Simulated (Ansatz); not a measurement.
Process, species as SMILES: [N]=C=O → [N-]=C=O (an electron is taken up)
B3LYP-D3(BJ)/def2-TZVP geometries, fixed; electronic energies without zero-point terms; positive where energy is released.

Basis-set convergence of the adiabatic electron affinity at PBE0 with Ansatz (a quantum-chemistry and plane-wave program). Cartesian d functions, on some or all atoms, in 6-31G**; all else is spherical. The program fits the integrals of some runs and decomposes those of others, by size. Open shells are unrestricted. No added dispersion term, no relativity. Functions are those of the species that has most. Reference: the value in aug-pcseg-3, 3.440 eV, itself unsure by roughly 0.005 eV (its mean distance from aug-cc-pVQZ, def2-QZVPPD). Deviations are taken from unrounded values.

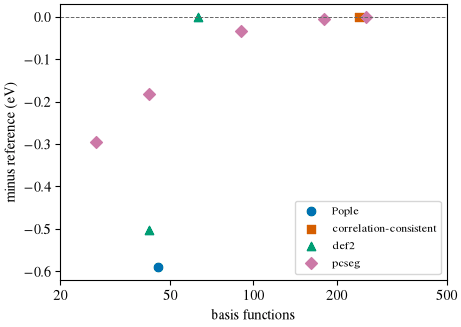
*Deviation from the reference against the number of basis functions, by family of sets.*

| basis | functions | adiabatic electron affinity (eV) | minus reference (eV) |
|---|---|---|---|
| pcseg-0 | 27 | 3.144 | -0.296 |
| def2-SVP | 42 | 2.937 | -0.503 |
| pcseg-1 | 42 | 3.257 | -0.182 |
| 6-31G** | 45 | 2.849 | -0.590 |
| def2-SVPD | 63 | 3.440 | 0.000 |
| pcseg-2 | 90 | 3.406 | -0.034 |
| pcseg-3 | 180 | 3.435 | -0.005 |
| aug-cc-pVQZ | 240 | 3.438 | -0.001 |
| aug-pcseg-3 | 255 | 3.440 | 0.000 |
